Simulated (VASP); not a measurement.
Band structure of PtTe (relaxed from the wurtzite structure, space group P6_3mc). All values below come from PBE GGA, VASP's PBE PAW potentials (set 64) (plane waves; VASP 6.6.1).

Unless said otherwise, spin-orbit coupling is left out, though it shifts the bands of the heavy elements here.

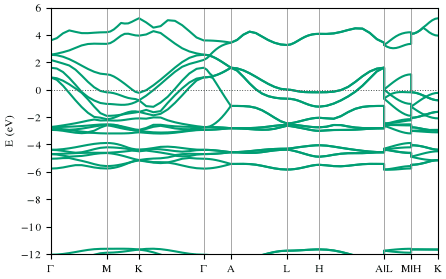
Figure. Bands along high-symmetry lines, zero at the valence-band maximum or, without a gap, the Fermi level

**Question.** Read the plot: is there a gap, and where are the band edges?

**Answer.** It has no gap at this level: it comes out as a metal or semimetal. (Edges off the drawn lines would not show.)

The structure was generated: PtTe was put into the wurtzite type (P6_3mc), which need not be its known phase. It was relaxed first, which changed the volume by -14 %.
